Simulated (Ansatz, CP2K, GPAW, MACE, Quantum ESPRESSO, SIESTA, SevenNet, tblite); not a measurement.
# Running H-capped AlP nanocrystal (rod) (34 atoms) with GPAW, part 2 of 2

How do the settings of GPAW change the result for H-capped AlP nanocrystal (rod) (34 atoms)? A plane-wave run serves as the yardstick.

Program: GPAW 26.7.0; the method stands at each step. Banners, paths, timers and routine set-up lines are dropped from the logs unmarked, and long logs keep their key lines alone; longer cuts are marked.

So far. Step 3 (PBE, LCAO sz(dzp), h 0.2 Å): Against the first run (17 %), the force difference from the reference is 150 %, at 0.73 times the CPU time, with 70 basis functions against 266: the smaller basis costs accuracy. Step 4 (PBE, LCAO szp(dzp), h 0.2 Å): Against the first run (17 %), the force difference from the reference is 78 %, at 0.93 times the CPU time, with 196 basis functions against 266: the smaller basis costs accuracy.

## 5. PBE, LCAO dzp, h 0.2 Å, other mixer settings

Method: Kohn-Sham DFT, PBE, PAW, atomic orbitals (dzp).

run.py

```python
import numpy as np
from ase.io import read
from gpaw import GPAW, FermiDirac, Mixer

atoms = read("structure.xyz")
atoms.calc = GPAW(
    mode="lcao",
    basis="dzp",
    h=0.2,
    xc="PBE",
    kpts={"size": (1, 1, 1), "gamma": True},
    occupations=FermiDirac(0.05),
    mixer=Mixer(0.03, 7, 100),
    maxiter=200,
    symmetry={"point_group": False},
    txt="gpaw.txt",
)
energy = atoms.get_potential_energy(force_consistent=True)
forces = atoms.get_forces()
print(f"energy {energy:.6f} eV")
print("forces (eV/A)")
for i, (a, f) in enumerate(zip(atoms, forces)):
    print(f"{i:4d} {a.symbol:2s} {f[0]:10.5f} {f[1]:10.5f} {f[2]:10.5f}")
print(f"Fermi level {atoms.calc.get_fermi_level():.4f} eV")
for k in range(len(atoms.calc.get_ibz_k_points())):
    for s in range(atoms.calc.get_number_of_spins()):
        e = atoms.calc.get_eigenvalues(kpt=k, spin=s)
        n = np.searchsorted(e, atoms.calc.get_fermi_level())
        print(f"k {k} spin {s} levels about the Fermi level:", np.round(e[max(n - 6, 0):n], 4).tolist(), "|", np.round(e[n:n + 6], 4).tolist())
```

structure.xyz

```xyz
34
Lattice="15.82930 0.00000 0.00000 0.00000 15.82930 0.00000 0.00000 0.00000 21.29230" Properties=species:S:1:pos:R:3 pbc="T T T"
[... 34 atom lines left out: the same atoms as in the first run ...]
```

Launch:

```
OMP_NUM_THREADS=1 python run.py > output.txt
```

Output:

```text
energy -124.334381 eV
forces (eV/A)
   0 P     0.23896   -0.49136   -0.41193
   1 P     1.76979   -2.17369   -2.71401
   2 P     0.00301    0.59745   -1.34786
   3 P     1.11467   -0.05553    0.33347
   4 P     2.19046    1.62802    3.25321
   5 Al   -0.19752    1.84297   -1.28406
   6 Al    0.26355    0.37898   -0.17137
   7 Al   -0.95520   -0.81225    1.26483
   8 P     0.22472   -0.53449    0.03268
   9 Al   -0.17997    2.02998    1.14884
  10 Al    0.85566   -0.93459   -1.10548
  11 Al   -0.53287    0.35327    0.82887
  12 H    -0.30324   -0.01168    0.05276
  13 H    -0.29079    0.18479    0.23331
  14 H     0.15511    0.53659    0.73504
  15 H    -1.77443    1.51468    1.41790
  16 H    -0.01105   -0.26900    0.17160
  17 H     0.27359   -0.52138    0.41521
  18 H    -0.85763    0.35354   -0.81344
  19 H    -0.08173   -0.62112   -0.08626
  20 H    -1.82380   -1.83219   -2.49786
  21 H    -0.36713   -0.25804   -0.16159
  22 H     0.33973   -0.21180    0.39026
  23 H    -0.06052   -0.32947    0.10090
  24 H    -0.09822    0.38755    0.34221
  25 H     0.39572   -0.80016   -0.66374
  26 H     0.10984    0.16776    0.02468
  27 H     0.24334    0.22898   -0.16383
  28 H    -0.14265   -0.62334   -0.22805
  29 H    -0.42921   -0.09206   -0.46195
  30 H    -0.31934   -0.06603   -0.07468
  31 H     0.39496    0.78828    0.89531
  32 H    -0.70890   -0.77448    0.46265
  33 H     0.56497    0.45892    0.07642
Fermi level -4.0580 eV
k 0 spin 0 levels about the Fermi level: [-6.294, -6.145, -5.8786, -5.7412, -5.5989, -5.4159] | [-2.1114, -1.4104, -1.217, -1.0752, -0.7655, -0.6431]
```

gpaw.txt:

```text
Input parameters:
  mode=LCAO(),
  basis={'default': 'dzp'},
  h=0.2,
  kpts=MonkhorstPack(size=(1, 1, 1), gamma=True),
  maxiter=200,
  mixer=Pulay(name='pulay', nmaxold=7, beta=0.03, weight=100, sigma=0.015, g_ss=None),
  occupations=Occupations(name='fermi-dirac', width=0.05, fixmagmom=False),
  symmetry=Symmetry(point_group=False),
  xc=XC(name='PBE')
Unit cell  # Å
[... lines left out ...]
  Fermi-Dirac:
[... lines left out ...]
convergence criteria:
- Maximum [total energy] change in last 3 cyles: 0.0005 eV / valence electron
[... lines left out ...]
Converged in 13 steps
[... lines left out ...]
  Free energy:    -124.334381
  Extrapolated:   -124.334381
dipole moment: (-0.997844, -1.221577, -1.336814)  # |e|*Ang
Fermi level: -4.058
Eigenvalues  # (at kpt = [0.000, 0.000, 0.000])
| band index |      eig [eV] | occ [0-2] |
|------------|---------------|-----------|
|          0 |       -16.942 |     2.000 |
|        ... |               |           |
|         27 |        -6.577 |     2.000 |
|         28 |        -6.319 |     2.000 |
[...]
|         42 |        -0.248 |     0.000 |
|        ... |               |           |
|         45 |         0.045 |     0.000 |
Gap: 3.305 eV
Transition (v -> c):
  (s=0, k=0, n=34, [0.00, 0.00, 0.00]) -> (s=0, k=0, n=35, [0.00, 0.00, 0.00])
No difference between direct/indirect transitions
Force computation time: 1.891  # s
timing:  # [seconds]
  Total:  41.727  # ━━━━━━━━━━━━━━━━━━━━━━━━━━━━━━━━━━━━━━━━━━━━━━━━━━━━━━━━━
  Init:   10.267  # ━━━━━━━━━━━━━━
  SCF:    29.547  # ━━━━━━━━━━━━━━━━━━━━━━━━━━━━━━━━━━━━━━━━╸
  Forces:  1.891  # ━━╸
```

Wall time 43 s (1 thread of Arm Neoverse V2, shared host); peak memory 1.4 GiB.

Compared with the plane-wave run:

```yaml
r_m_s_force_component: 0.9198 eV/Å
r_m_s_difference_of_force_components: 145.3 meV/Å
longest_difference_of_force_vectors: 511.3 meV/Å
force_difference_over_r_m_s_force: 17.12 %
slope_of_forces_against_the_reference_s: 1.072
correlation_of_force_components: 0.9897
spacing_of_highest_filled_and_lowest_empty_level: 3.304 eV
gap_difference: 0.2304 eV
energy_less_the_same_level_run_s: 0 meV/atom
r_m_s_force_difference_from_the_same_level_run: 0.92 meV/Å
```

Against the first run (17 %), the force difference from the reference is 17 %, at 1.3 times the CPU time (13 SCF steps against 9): another solver or mixer reaches the same state.

## 6. Side by side

Differences are against the plane-wave reference, forces as r.m.s. over components; share is that over the reference's r.m.s. force, slope the least-squares factor from reference forces to these. Total energies of different programs have different zeros and aren't compared.

```csv
run,"Δ force, r.m.s. (meV/Å)",share (%),slope,Δ gap (eV),cores,CPU time,memory (GiB)
reference,-,-,-,-,8,43 s,2.6
"GPAW PBE, LCAO dzp, h 0.2 Å",145,17.1,1.072,0.231,1,33 s,1.8
"GPAW PBE, LCAO sz(dzp), h 0.2 Å (coarse)",1273,150,1.488,0.885,1,24 s,1.7
"GPAW PBE, LCAO szp(dzp), h 0.2 Å (coarse)",660,77.8,1.246,0.172,1,31 s,1.8
"GPAW PBE, LCAO dzp, h 0.2 Å, other mixer settings",145,17.1,1.072,0.230,1,42 s,1.4
```

Rows marked coarse were listed beforehand as settings not expected to be converged; some can still land near the reference.

CPU time is summed over cores on a shared host, where runs went side by side, so it is rough. Symmetry, cutoffs, thresholds, outputs and thread counts weren't matched or tuned between programs; memory under MPI is the largest rank's times the ranks.

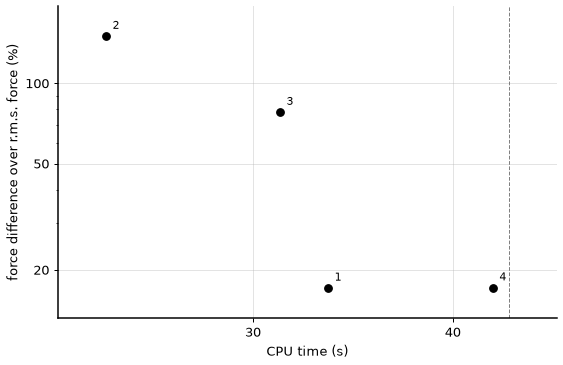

Force difference against CPU time; the dashed line marks the reference's time. Points: 1 GPAW PBE, LCAO dzp, h 0.2 Å; 2 GPAW PBE, LCAO sz(dzp), h 0.2 Å; 3 GPAW PBE, LCAO szp(dzp), h 0.2 Å; 4 GPAW PBE, LCAO dzp, h 0.2 Å, other mixer settings.

Within one program, basis, potentials and functional, energies share a zero. Each run against its twin at the usual cutoff or grid and solver:

| run | twin | Δ energy (meV/atom) | Δ force, r.m.s. (meV/Å) | CPU time over the twin's |
| --- | --- | --- | --- | --- |
| GPAW PBE, LCAO dzp, h 0.2 Å, other mixer settings | LCAO dzp, h 0.2 Å | 0 | 0.92 | 1.3 |

## 7. Summary of results

| Quantity | Value |
| --- | --- |
| nearest in forces | a tie at 17 % of 2 runs: GPAW PBE, LCAO dzp, h 0.2 Å; GPAW PBE, LCAO dzp, h 0.2 Å, other mixer settings |

The PBE runs in local orbitals, coarse settings apart, differ by 17 % in each run; basis, grid and potentials can all enter. Runs with settings chosen to be coarse differ by 78 % (GPAW PBE, LCAO szp(dzp), h 0.2 Å) to 150 % (GPAW PBE, LCAO sz(dzp), h 0.2 Å), their programs' other errors included. None of the electronic-structure runs in the table takes under half the reference's CPU time of 43 s; they take 0.56 to 0.98 times as much. At the same functional, gaps differ from the reference's 3.07 eV by between +0.17 and +0.89 eV. A likely cause of the wide gaps: compact atomic orbitals describe empty levels worse than filled ones. Caps of real hydrogen don't mimic the fractional bonds of a polar compound, so surface states and strained caps may belong to the model.

[Also dropped from logs without a mark: logging warnings of Python, and SIESTA's first energy breakdown and zero terms.]

[Logs are printed without paths, hosts, clocks, repeated set-up lines and the standing remarks that a program may print on its own settings, such as how far it seeks lower states.]

[Hosts, paths, dates, database ids (printed as entryN), source tags and the programs' standing remarks are cut or masked in the printed files.]
